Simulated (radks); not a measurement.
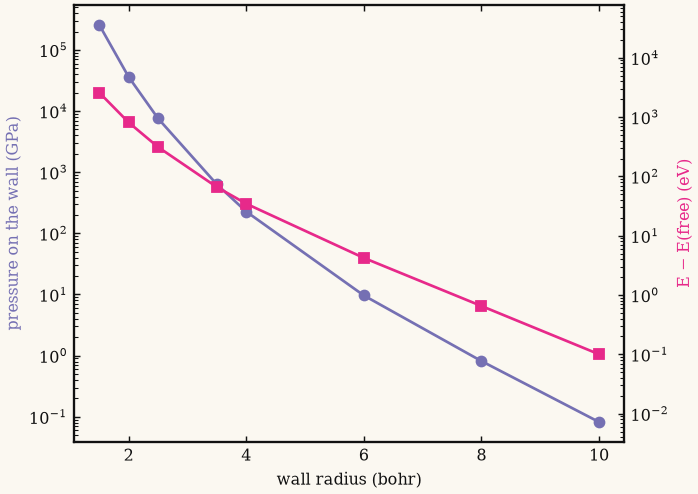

Atomic cerium (Ce); electrons: [Xe] 4f1 5d1 6s2 (high spin). It is put inside a hard spherical wall of varying radius. Level of theory: scalar-relativistic Kohn-Sham, PBE, spin-polarised, spherical densities, finite nucleus. Computed with the in-house radial solver radks. The plot shows the pressure on the wall (left axis) and the energy above the free species (right axis).

Read the pressure and the energy cost of confinement.

The pressure grows from 0.082 GPa at 10 bohr through 230 GPa at 4 bohr to 260000 GPa at 1.5 bohr, and the energy above the free species from 0.100 eV through 34.6 eV to 2590 eV. The pressure is −dE/dV with V = 4πR³/3.
